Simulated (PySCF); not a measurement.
# r2SCAN/cc-pVDZ run of GeSiH6O (SMILES [OH][GeH2][SiH3])

What is the energy change on altering one bond length of GeSiH6O at r2SCAN/cc-pVDZ? The job is set up through a Python script.

The calculation is run with PySCF 2.14.0.

2 further runs of the same task are left out: 2 set aside as unsound or not needed.

### 1 The molecule

GeSiH6O: 9 atoms, total charge 0, spin state singlet. As SMILES, `[OH][GeH2][SiH3]`. The coordinates come from a PBE0-D4/def2-TZVP relaxation. This is one conformer, not always the lowest.

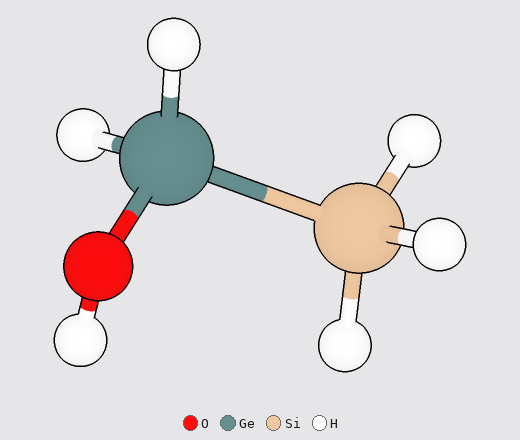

The structure, seen from a chosen angle (oxygen red, germanium teal, silicon light orange, hydrogen white).

### 2 The energy at r2SCAN/cc-pVDZ

File calc.py:

```python
from pyscf import gto, dft

molecule = gto.M(
    atom='''
O     -3.147150     1.895773    -1.615338
Ge     0.163083     1.699998    -0.936359
Si     0.993618    -1.909946     1.644818
H     -3.729186     0.506258    -2.624830
H      1.651054     1.572441    -3.447616
H      0.733403     4.207853     0.407992
H      3.752996    -2.140682     2.132367
H      0.113573    -4.225806     0.314261
H     -0.364339    -1.693384     4.092769
''',
    basis='cc-pvdz',
    charge=0,
    verbose=4,
    max_memory=1860,
    unit='bohr',
)

calc0 = dft.RKS(molecule)
calc0.xc = 'r2scan'
calc0.grids.level = 5
calc0.conv_tol = 1e-10
calc0.kernel()
if not calc0.converged:
    calc0 = calc0.newton().run(calc0.mo_coeff, calc0.mo_occ)

e_final = calc0.e_tot
print('Final energy', e_final)
```

Run with:

```
$ OMP_NUM_THREADS=1 python calc.py
```

What it wrote:

```text
PySCF version 2.14.0

[INPUT] num. atoms = 9
[INPUT] num. electrons = 60
[INPUT] charge = 0
[INPUT] spin (= nelec alpha-beta = 2S) = 0
[INPUT] symmetry False subgroup None
[INPUT] Mole.unit = bohr
[INPUT] Symbol           X                Y                Z      unit          X                Y                Z       unit  Magmom
[INPUT]  1 O     -1.665400059347   1.003199868677  -0.854800057533 AA   -3.147150000000   1.895773000000  -1.615338000000 Bohr   0.0
[INPUT]  2 Ge     0.086299807088   0.899600200210  -0.495499844040 AA    0.163083000000   1.699998000000  -0.936359000000 Bohr   0.0
[INPUT]  3 Si     0.525800001960  -1.010699897288   0.870400201711 AA    0.993618000000  -1.909946000000   1.644818000000 Bohr   0.0
[INPUT]  4 H     -1.973400246482   0.267900196446  -1.389000218539 AA   -3.729186000000   0.506258000000  -2.624830000000 Bohr   0.0
[INPUT]  5 H      0.873700150798   0.832099942716  -1.824399819203 AA    1.651054000000   1.572441000000  -3.447616000000 Bohr   0.0
[INPUT]  6 H      0.388100154020   2.226699914501   0.215900068638 AA    0.733403000000   4.207853000000   0.407992000000 Bohr   0.0
[INPUT]  7 H      1.985999955874  -1.132800130227   1.128400021718 AA    3.752996000000  -2.140682000000   2.132367000000 Bohr   0.0
[INPUT]  8 H      0.060100243376  -2.236200232969   0.166299759481 AA    0.113573000000  -4.225806000000   0.314261000000 Bohr   0.0
[INPUT]  9 H     -0.192799895849  -0.896100222137   2.165800084360 AA   -0.364339000000  -1.693384000000   4.092769000000 Bohr   0.0

nuclear repulsion = 271.699817898731
number of shells = 34
number of NR pGTOs = 186
number of NR cGTOs = 89
basis = cc-pvdz
ecp = {}

******** <class 'pyscf.dft.rks.RKS'> ********
method = RKS
initial guess = minao
damping factor = 0
level_shift factor = 0
DIIS = <class 'pyscf.scf.diis.CDIIS'>
diis_start_cycle = 1
diis_space = 8
diis_damp = 0
SCF conv_tol = 1e-10
SCF conv_tol_grad = None
SCF max_cycles = 50
direct_scf = True
direct_scf_tol = 1e-13
XC library pyscf.dft.libxc version 7.0.0
    S. Lehtola, C. Steigemann, M. J.T. Oliveira, and M. A.L. Marques.,  SoftwareX 7, 1–5 (2018)
XC functionals = r2scan
    J. W. Furness, A. D. Kaplan, J. Ning, J. P. Perdew, and J. Sun.,  J. Phys. Chem. Lett. 11, 8208-8215 (2020)
    J. W. Furness, A. D. Kaplan, J. Ning, J. P. Perdew, and J. Sun.,  J. Phys. Chem. Lett. 11, 9248-9248 (2020)
    J. W. Furness, A. D. Kaplan, J. Ning, J. P. Perdew, and J. Sun.,  J. Phys. Chem. Lett. 11, 8208-8215 (2020)
    J. W. Furness, A. D. Kaplan, J. Ning, J. P. Perdew, and J. Sun.,  J. Phys. Chem. Lett. 11, 9248-9248 (2020)
radial grids:
    Treutler-Ahlrichs [JCP 102, 346 (1995); DOI:10.1063/1.469408] (M4) radial grids

becke partition: Becke, JCP 88, 2547 (1988); DOI:10.1063/1.454033
pruning grids: <function nwchem_prune>
grids dens level: 5
symmetrized grids: False
atomic radii adjust function: <function treutler_atomic_radii_adjust>
small_rho_cutoff = 0
Set gradient conv threshold to 1e-05
Initial guess from minao.
tot grids = 272512
init E= -2444.56187770182
  HOMO = -0.299465076254879  LUMO = -0.068803585260663  gap/eV = 6.27662
cycle= 1 E= -2445.09617212105  delta_E= -0.534  |g|= 0.799  |ddm|= 2.25
  HOMO = -0.076172633537487  LUMO = -0.0170421578306157  gap/eV = 1.60902
cycle= 2 E= -2444.30525063806  delta_E= 0.791  |g|=    2  |ddm|=  2.8
  HOMO = -0.245501839892354  LUMO = -0.0250721445934823  gap/eV = 5.99820
cycle= 3 E= -2445.21532276064  delta_E= -0.91  |g|= 0.113  |ddm|= 2.45
  HOMO = -0.236675407270856  LUMO = -0.0233999413642825  gap/eV = 5.80352
cycle= 4 E= -2445.2191991937  delta_E= -0.00388  |g|= 0.0572  |ddm|= 0.248
  HOMO = -0.241121638292978  LUMO = -0.0249914571250907  gap/eV = 5.88120
cycle= 5 E= -2445.22027569327  delta_E= -0.00108  |g|= 0.0121  |ddm|= 0.0746
  HOMO = -0.240612366334444  LUMO = -0.0238940433623926  gap/eV = 5.89721
cycle= 6 E= -2445.2203200507  delta_E= -4.44e-05  |g|= 0.00251  |ddm|= 0.0141
  HOMO = -0.240990174074001  LUMO = -0.0241141838656418  gap/eV = 5.90150
cycle= 7 E= -2445.22032160613  delta_E= -1.56e-06  |g|= 0.000532  |ddm|= 0.00309
  HOMO = -0.240978017656992  LUMO = -0.0240834901813076  gap/eV = 5.90200
cycle= 8 E= -2445.22032171864  delta_E= -1.13e-07  |g|= 0.000102  |ddm|= 0.000756
  HOMO = -0.240992666176927  LUMO = -0.0240982779137879  gap/eV = 5.90200
cycle= 9 E= -2445.22032172284  delta_E= -4.2e-09  |g|= 1.05e-05  |ddm|= 0.000133
  HOMO = -0.240993407635378  LUMO = -0.024098288084331  gap/eV = 5.90202
cycle= 10 E= -2445.22032172288  delta_E= -4.09e-11  |g|= 3.62e-06  |ddm|= 2.06e-05
  HOMO = -0.240992565887306  LUMO = -0.0240978572755055  gap/eV = 5.90201
Extra cycle  E= -2445.22032172288  delta_E= 2.73e-12  |g|= 3.98e-06  |ddm|= 1.02e-05
converged SCF energy = -2445.22032172288
Final energy -2445.220321722877
```

Wall time 34 s (1 thread of Intel Xeon at 2.70GHz, shared host); peak memory 0.47 GiB.

### 3 The distorted shape, same level

File job.py:

```python
from pyscf import gto, dft

mol = gto.M(
    atom=[
    ('O', (-1.295799, 1.885562, -0.213759)),
    ('Ge', (0.455901, 1.781962, 0.145541)),
    ('Si', (0.895401, -0.128338, 1.511441)),
    ('H', (-1.973400, 0.267900, -1.389000)),
    ('H', (1.243301, 1.714462, -1.183359)),
    ('H', (0.757701, 3.109062, 0.856941)),
    ('H', (2.355601, -0.250438, 1.769441)),
    ('H', (0.429701, -1.353838, 0.807341)),
    ('H', (0.176801, -0.013738, 2.806841)),
],
    max_memory=1860,
    charge=0,
    spin=0,
    basis='cc-pvdz',
    verbose=4,
)

myscf = dft.RKS(mol)
myscf.xc = 'r2scan'
myscf.conv_tol = 1e-10
myscf.grids.level = 5
myscf.kernel()
if not myscf.converged:
    myscf = myscf.newton().run(myscf.mo_coeff, myscf.mo_occ)

energy = myscf.e_tot
print('E(%s) = %.9f' % ('R2SCAN', energy))
```

Run with:

```
$ OMP_NUM_THREADS=1 python job.py
```

What it wrote:

```text
PySCF version 2.14.0

[INPUT] num. atoms = 9
[INPUT] num. electrons = 60
[INPUT] charge = 0
[INPUT] spin (= nelec alpha-beta = 2S) = 0
[INPUT] symmetry False subgroup None
[INPUT] Mole.unit = angstrom
[INPUT] Symbol           X                Y                Z      unit          X                Y                Z       unit  Magmom
[INPUT]  1 O     -1.295799000000   1.885562000000  -0.213759000000 AA   -2.448705222485   3.563195770887  -0.403945966661 Bohr   0.0
[INPUT]  2 Ge     0.455901000000   1.781962000000   0.145541000000 AA    0.861528029915   3.367420144382   0.275032629895 Bohr   0.0
[INPUT]  3 Si     0.895401000000  -0.128338000000   1.511441000000 AA    1.692062661662  -0.242523671374   2.856209543439 Bohr   0.0
[INPUT]  4 H     -1.973400000000   0.267900000000  -1.389000000000 AA   -3.729185534217   0.506257628771  -2.624829587021 Bohr   0.0
[INPUT]  5 H      1.243301000000   1.714462000000  -1.183359000000 AA    2.349498380398   3.239863630974  -2.236224417039 Bohr   0.0
[INPUT]  6 H      0.757701000000   3.109062000000   0.856941000000 AA    1.431847374309   5.875275684293   1.619383794911 Bohr   0.0
[INPUT]  7 H      2.355601000000  -0.250438000000   1.769441000000 AA    4.451440748752  -0.473259231184   3.343758883577 Bohr   0.0
[INPUT]  8 H      0.429701000000  -1.353838000000   0.807341000000 AA    0.812017205452  -2.558383037029   1.525653379132 Bohr   0.0
[INPUT]  9 H      0.176801000000  -0.013738000000   2.806841000000 AA    0.334105468549  -0.025961057499   5.304160765200 Bohr   0.0

nuclear repulsion = 266.90409612283
number of shells = 34
number of NR pGTOs = 186
number of NR cGTOs = 89
basis = cc-pvdz
ecp = {}

******** <class 'pyscf.dft.rks.RKS'> ********
method = RKS
initial guess = minao
damping factor = 0
level_shift factor = 0
DIIS = <class 'pyscf.scf.diis.CDIIS'>
diis_start_cycle = 1
diis_space = 8
diis_damp = 0
SCF conv_tol = 1e-10
SCF conv_tol_grad = None
SCF max_cycles = 50
direct_scf = True
direct_scf_tol = 1e-13
XC library pyscf.dft.libxc version 7.0.0
    S. Lehtola, C. Steigemann, M. J.T. Oliveira, and M. A.L. Marques.,  SoftwareX 7, 1–5 (2018)
XC functionals = r2scan
    J. W. Furness, A. D. Kaplan, J. Ning, J. P. Perdew, and J. Sun.,  J. Phys. Chem. Lett. 11, 8208-8215 (2020)
    J. W. Furness, A. D. Kaplan, J. Ning, J. P. Perdew, and J. Sun.,  J. Phys. Chem. Lett. 11, 9248-9248 (2020)
    J. W. Furness, A. D. Kaplan, J. Ning, J. P. Perdew, and J. Sun.,  J. Phys. Chem. Lett. 11, 8208-8215 (2020)
    J. W. Furness, A. D. Kaplan, J. Ning, J. P. Perdew, and J. Sun.,  J. Phys. Chem. Lett. 11, 9248-9248 (2020)
radial grids:
    Treutler-Ahlrichs [JCP 102, 346 (1995); DOI:10.1063/1.469408] (M4) radial grids

becke partition: Becke, JCP 88, 2547 (1988); DOI:10.1063/1.454033
pruning grids: <function nwchem_prune>
grids dens level: 5
symmetrized grids: False
atomic radii adjust function: <function treutler_atomic_radii_adjust>
small_rho_cutoff = 0
Set gradient conv threshold to 1e-05
[... 1 set-up line as earlier in the session ...]
tot grids = 272512
init E= -2444.29762603269
  HOMO = -0.295451682543403  LUMO = -0.197020049093942  gap/eV = 2.67846
cycle= 1 E= -2444.65683916066  delta_E= -0.359  |g|= 1.09  |ddm|= 2.21
  HOMO = 0.0175498323159324  LUMO = 0.0192214054440657  gap/eV = 0.04549
cycle= 2 E= -2439.24710795492  delta_E= 5.41  |g|= 3.11  |ddm|= 7.14
  HOMO = -0.246134552892178  LUMO = -0.213374715379875  gap/eV = 0.89144
cycle= 3 E= -2444.30380297577  delta_E= -5.06  |g|= 0.91  |ddm|= 7.03
  HOMO = -0.249172471562144  LUMO = -0.0803640851402938  gap/eV = 4.59351
cycle= 4 E= -2444.80871280767  delta_E= -0.505  |g|= 0.517  |ddm|= 1.89
  HOMO = -0.169452214664574  LUMO = -0.116516505512288  gap/eV = 1.44045
cycle= 5 E= -2444.97449213954  delta_E= -0.166  |g|= 0.457  |ddm|= 1.14
  HOMO = -0.201737801378216  LUMO = -0.179637999945932  gap/eV = 0.60137
cycle= 6 E= -2444.93109343436  delta_E= 0.0434  |g|= 0.57  |ddm|= 0.56
  HOMO = -0.204764346618997  LUMO = -0.178840439689773  gap/eV = 0.70543
cycle= 7 E= -2444.97446898119  delta_E= -0.0434  |g|= 0.447  |ddm|= 0.137
  HOMO = -0.222660268775129  LUMO = -0.204322832882188  gap/eV = 0.49899
cycle= 8 E= -2444.99342422142  delta_E= -0.019  |g|= 0.326  |ddm|= 0.172
  HOMO = -0.224816862622014  LUMO = -0.203410206590884  gap/eV = 0.58250
cycle= 9 E= -2445.01788133699  delta_E= -0.0245  |g|= 0.203  |ddm|= 0.146
  HOMO = -0.231809542088799  LUMO = -0.206461686839461  gap/eV = 0.68975
cycle= 10 E= -2445.03017095707  delta_E= -0.0123  |g|= 0.0484  |ddm|= 0.134
  HOMO = -0.233829586035688  LUMO = -0.207476110208339  gap/eV = 0.71711
cycle= 11 E= -2445.03094908533  delta_E= -0.000778  |g|= 0.00365  |ddm|= 0.0454
  HOMO = -0.234299085594461  LUMO = -0.207777121300738  gap/eV = 0.72170
cycle= 12 E= -2445.0309515094  delta_E= -2.42e-06  |g|= 0.00231  |ddm|= 0.0058
  HOMO = -0.234268277971092  LUMO = -0.207857131735271  gap/eV = 0.71868
cycle= 13 E= -2445.03095367974  delta_E= -2.17e-06  |g|= 0.000177  |ddm|= 0.00253
  HOMO = -0.23426495992652  LUMO = -0.207865707272772  gap/eV = 0.71836
cycle= 14 E= -2445.03095368767  delta_E= -7.93e-09  |g|= 0.000121  |ddm|= 0.000339
  HOMO = -0.234260751833677  LUMO = -0.207865260484722  gap/eV = 0.71826
cycle= 15 E= -2445.03095369295  delta_E= -5.28e-09  |g|= 1.41e-05  |ddm|= 0.000128
  HOMO = -0.234260735080632  LUMO = -0.207865224831357  gap/eV = 0.71826
cycle= 16 E= -2445.03095369303  delta_E= -8.41e-11  |g|= 2.81e-06  |ddm|= 1.96e-05
  HOMO = -0.234260403976456  LUMO = -0.207865441801702  gap/eV = 0.71824
Extra cycle  E= -2445.030953693  delta_E= 2.73e-11  |g|= 1.08e-05  |ddm|= 1.22e-05
converged SCF energy = -2445.030953693
E(R2SCAN) = -2445.030953693
```

Wall time 48 s (1 thread of Intel Xeon at 2.70GHz, shared host); peak memory 0.47 GiB.

### 4 Results

At r2SCAN/cc-pVDZ:

```
                                                         quantity           value
                                        first shape: total energy  -2445.22032 Eh
                                       first shape: dipole moment          1.35 D
                                         first shape: HOMO energy        -6.56 eV
                                         first shape: LUMO energy        -0.66 eV
                                       first shape: HOMO–LUMO gap         5.90 eV
                                    distorted shape: total energy  -2445.03095 Eh
                                   distorted shape: dipole moment          1.42 D
                                     distorted shape: HOMO energy        -6.37 eV
                                     distorted shape: LUMO energy        -5.66 eV
                                   distorted shape: HOMO–LUMO gap         0.72 eV
energy change with the O1–H4 bond stretched from 0.960 to 2.111 Å        5.153 eV
```

One bond (distorted shape) is far stretched, which a spin-restricted single reference describes badly; a broken-symmetry solution may lie lower. With the O1–H4 bond stretched from 0.960 to 2.111 Å the energy rises by 5.15 eV (119 kcal/mol). The first shape isn't relaxed at this level, so the change isn't measured from a minimum. A restricted reference can't describe the breaking bond well at this length.
